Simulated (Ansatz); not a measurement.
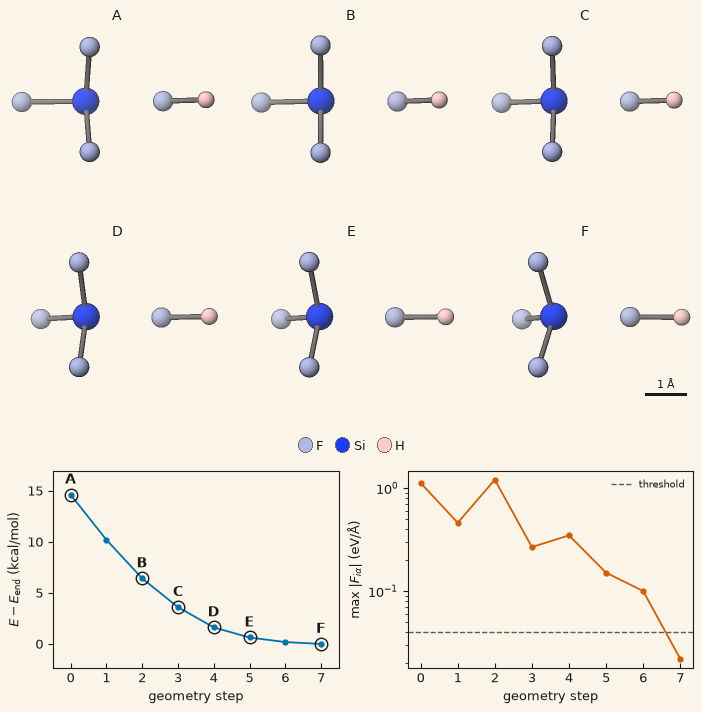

Frames of a constrained relaxation of SiHF4 (multiplicity 2), marked on the history of the run. Style: ball-and-stick. Shown at a tilt.

The reaction that was planned forms F1–H6 and breaks F1–Si2 (atoms numbered from 1 in input order).

The calculation used UKS PBE0-D4/def2-SVP (Ansatz 0.2.0).

The input:
```yaml
crystal:
  periodic: [false, false, false]
  atoms:
    - {symbol: F, position_ang: [-0.921200, -0.789800, 0.635900]}
    - {symbol: Si, position_ang: [0.697900, 0.014200, 0.011000]}
    - {symbol: F, position_ang: [0.147100, -0.294200, -1.446300]}
    - {symbol: F, position_ang: [0.082800, 1.379600, 0.539700]}
    - {symbol: F, position_ang: [2.198000, 0.491000, -0.342300]}
    - {symbol: H, position_ang: [-2.204600, -0.800700, 0.601900]}
basis:
  gaussian: {orbitals: def2-SVP}
magnetization: {spin_polarized: true, initial_magnetization: 1}
hamiltonian: {xc: pbe0, dispersion: d4}
relax: {f_tol: 0.04, max_steps: 150, escape_saddle: false, constraints: [{distance: [0, 5]}, {distance: [0, 1]}]}
```

Command:
```bash
ansatz run in.yaml --threads 8 --pin off --events-out ev --progress --plain --max-ram 19148MiB
```

Describe the path.

Answer. After 7 geometry steps the energy has fallen by 14.6 kcal/mol. The largest force component goes from 1.1 to 0.022 eV/Å. The largest move after the best rigid fit is that of F5, 0.99 Å. Largest moves by element: F 0.99 Å, H 0.77 Å, Si 0.46 Å. Some distances before and after: Si2–F5 1.613 → 1.593 Å, Si2–F3 1.588 → 1.593 Å. Bond angles that change, for instance: F3–Si2–F5 100.3° → 109.7°. Cost: 6.5 s on 8 threads of Arm Neoverse V1, with other jobs on the host. From step 0 to 2: F5 moves most (0.28 Å), energy −8.20 kcal/mol. From step 2 to 3: F5 moves most (0.20 Å), energy −2.82 kcal/mol. From step 3 to 4: F5 moves most (0.20 Å), energy −1.98 kcal/mol. From step 4 to 5: H6 moves most (0.18 Å), energy −0.99 kcal/mol. From step 5 to 7: H6 moves most (0.25 Å), energy −0.63 kcal/mol.

```tsv
step	E − E(0), kcal/mol	largest force component, eV/Å
0	0.00	1.1242
1	-4.42	0.4623
2	-8.20	1.2094
3	-11.02	0.2688
4	-13.00	0.3490
5	-13.99	0.1515
6	-14.44	0.1007
7	-14.62	0.0221
```
